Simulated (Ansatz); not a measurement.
**How far to go with the plane-wave cutoff: CsLiMnS2 (Imm2, 5 atoms in the cell)**

```
CELL_PARAMETERS angstrom
     -2.08811     2.08811     7.08774
      2.08811    -2.08811     7.08774
      2.08811     2.08811    -7.08774
ATOMIC_POSITIONS crystal
  Cs 0.00353 0.00353 0.00000
  Li 0.25000 0.75000 0.50000
  Mn 0.75000 0.25000 0.50000
  S  0.65884 0.65884 0.00000
  S  0.34116 0.34116 0.00000
```
Moments meant for the start (each program seeds them in its own way; μB, in the order of the atoms Cs Li Mn S S): 0.0 0.0 4.0 0.0 0.0.

Computed with PBEsol, default PAW files made with PBE (plane waves; Ansatz, a program for electronic structure).

Base settings: basis.ecutwfc = 420 eV; kpoints.mp_grid.grid = 3 3 3; hamiltonian.xc = pbesol; hamiltonian.pseudopotentials = {kind: paw} (the program's default PAW files); magnetization.spin_polarized = true; scf.occupations.method = fermi_dirac; scf.occupations.width = 0.01 eV.

The second cell is the first with its lattice scaled by 0.98.

The mesh stays at the base's, so the ladder's end is converged at best in this setting alone.

The first pressure column holds Ansatz's estimate of the finite-basis (Pulay) stress, which hides part of the cutoff error; the other is without it.

Only quantities that move along the ladder and can be compared are tabulated; the gap is left out on so coarse a mesh.

The count of work is k-points × plane waves × bands × iterations; it is no time. 

The starting cell comes from a database of computed structures (which also holds hypothetical and non-ambient phases and stackings), without a prior relaxation at this level. Its lattice was rescaled by up to half a per cent. One atom was moved a little off its site on purpose. With one magnetic atom in the cell only a parallel order is possible.

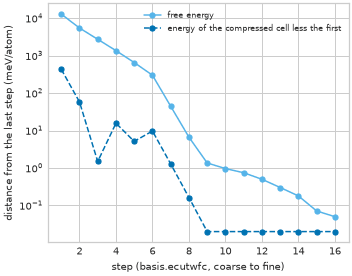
Figure: Distance from the last step along the ladder; very small values are drawn at a floor.

```tsv
basis.ecutwfc	free energy less the last step's (meV/atom)	energy of the compressed cell less the first (meV/atom)	pressure (GPa)	pressure without the Pulay estimate (GPa)	largest difference of a force vector from the last step's (eV/Å)	count of work / last
145 eV	12906.51	424.09	-1.89	-288.26	0.188	0.059
170 eV	5482.36	48.20	-2.70	-142.39	0.165	0.070
190 eV	2737.50	-8.56	-1.82	-80.18	0.024	0.083
210 eV	1362.64	-25.74	-1.70	-45.60	0.120	0.093
230 eV	655.00	-4.92	-1.49	-25.75	0.137	0.11
250 eV	300.00	-0.34	-1.68	-14.52	0.096	0.11
295 eV	44.49	-8.77	-2.06	-4.66	0.017	0.16
335 eV	6.64	-9.89	-2.14	-2.59	0.001	0.19
380 eV	1.36	-10.06	-2.15	-2.19	0.000	0.23
420 eV	0.96	-10.05	-2.15	-2.16	0.000	0.27
460 eV	0.75	-10.06	-2.15	-2.16	0.000	0.31
505 eV	0.50	-10.05	-2.15	-2.16	0.000	0.35
565 eV	0.30	-10.05	-2.15	-2.15	0.000	0.42
630 eV	0.18	-10.05	-2.15	-2.15	0.000	0.49
735 eV	0.07	-10.05	-2.15	-2.15	0.000	0.62
840 eV	0.03	-10.05	-2.15	-2.15	0.000	0.75
1010 eV	0.00	-10.05	-2.15	-2.15	0.000	1.0
```

Coarsest basis.ecutwfc that holds the pressure within 0.1 GPa of the last step, with all finer ones: 295 eV, at 0.16 of the last step's count of work; the step before is off by 0.47 GPa.

Coarsest basis.ecutwfc that holds the free energy within 2 meV/atom of the last step, with all finer ones: 380 eV, at 0.23 of the last step's count of work; the step before is off by 6.6 meV/atom.

Coarsest basis.ecutwfc that holds the pressure without the Pulay estimate within 0.1 GPa of the last step, with all finer ones: 380 eV, at 0.23 of the last step's count of work; the step before is off by 0.45 GPa.

The energy difference between the two cells stays within 1 meV/atom of the last step's from 335 eV on, the total only from 420 eV on: much of the error is common to both cells and cancels.

At the lowest cutoff the pressure without the Pulay estimate lies 286 GPa under the last step's, the usual sign of Pulay stress in an incomplete plane-wave basis.

Keys are those of Ansatz 0.2.
